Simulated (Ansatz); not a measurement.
**CH2AlCuN (SMILES C=[N][Al+][Cu]) (charge +1): density, localisation and related maps**

Input

```
crystal:
  periodic: [false, false, false]
  atoms:
    - {symbol: C, position_ang: [0.860478, 0.116397, 1.097219]}
    - {symbol: Al, position_ang: [-0.869995, -0.547951, -1.225536]}
    - {symbol: Cu, position_ang: [-2.196633, -1.056700, -3.009054]}
    - {symbol: "N", position_ang: [0.128610, -0.164084, 0.115618]}
    - {symbol: H, position_ang: [0.780749, 1.082813, 1.630873]}
    - {symbol: H, position_ang: [1.623557, -0.588112, 1.479968]}
basis:
  gaussian: {orbitals: def2-TZVPD}
total_charge: 1
hamiltonian: {xc: {name: PBE0}}
output: {forces: true, orbitals: {seedname: orbitals}}
```

Command:

```sh
ansatz run input.yaml --threads 2 --pin off --max-ram 4350MiB --events-out events.jsonl --progress --plain --runs-dir runs
```

Geometry: PBE0-D3(BJ)/def2-SVP.

All numbers below come from isolated molecule in a Gaussian basis; Kohn-Sham density functional theory, functional PBE0 in Ansatz.

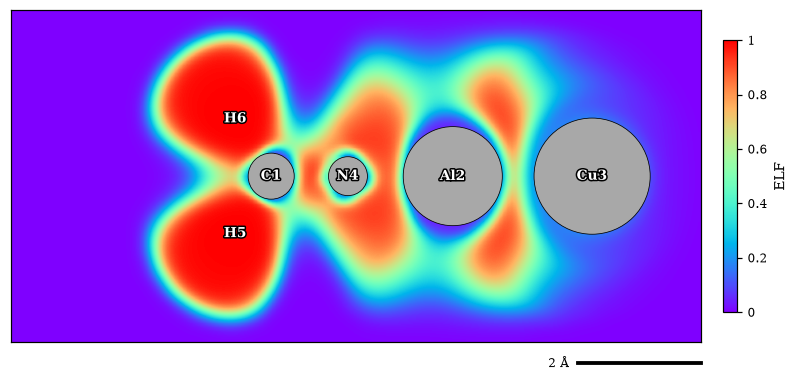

Figure 1. Electron localisation function on the molecular plane. Grey discs cover the atomic cores.

What does the map show?

Answer.
- The plane passes through C, Al, Cu, N and H nuclei.
- C–N (1.26 Å): the ELF peaks at about 0.90 between the atoms; a short, multiple covalent bond.
- Al–N (1.72 Å): the ELF peaks at about 0.85 in the valence shell of N, 0.6 Å from its nucleus, and is about 0.50 at the midpoint.
- Al–Cu (2.28 Å): the ELF peaks at about 0.65 between the atoms.
- C–H (1.11 Å): the ELF climbs to about 1 towards the hydrogen, as it does in any bond to H (an ordinary covalent bond to hydrogen).

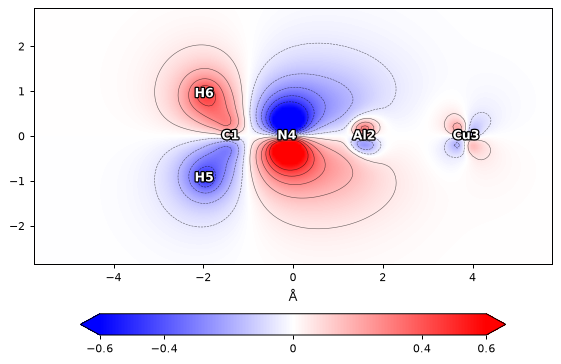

Figure 2. One frontier orbital on the molecular plane (values in Å⁻³ᐟ²; the overall sign is arbitrary).

Which orbital is it: HOMO or LUMO?

Answer. The HOMO, at −11.40 eV. It lies mainly on N4 (about 55 %), Al2 (about 20 %), C1 (about 15 %), H5 (about 5 %) and H6 (about 5 %); it is symmetric in the molecular plane (an in-plane orbital: σ, lone-pair or in-plane π type).

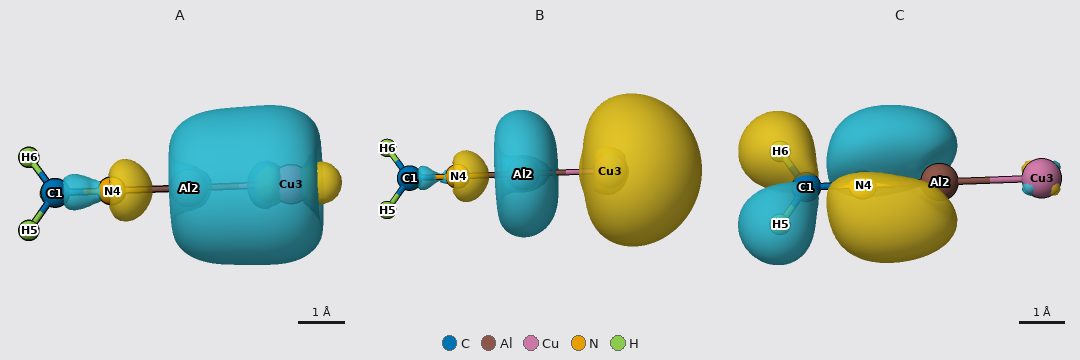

Figure 3. Three frontier orbitals at ±0.08 Å⁻³ᐟ² (yellow and cyan are the two phases), in no order.

Order the three orbitals by energy and name them.

Answer. A is the HOMO−1 (−12.72 eV). Its weight (Hirshfeld) is mainly on Cu3 (about 65 %) and Al2 (about 35 %). C is the HOMO (−11.40 eV). It lies mainly on N4 (about 55 %), Al2 (about 20 %), C1 (about 15 %), H5 (about 5 %) and H6 (about 5 %); it is symmetric in the molecular plane (an in-plane orbital: σ, lone-pair or in-plane π type). B is the LUMO (−6.93 eV). By Hirshfeld shares it lies mainly on Cu3 (about 75 %) and Al2 (about 25 %).

What is the HOMO–LUMO gap?

Answer. 4.47 eV between the orbital energies.
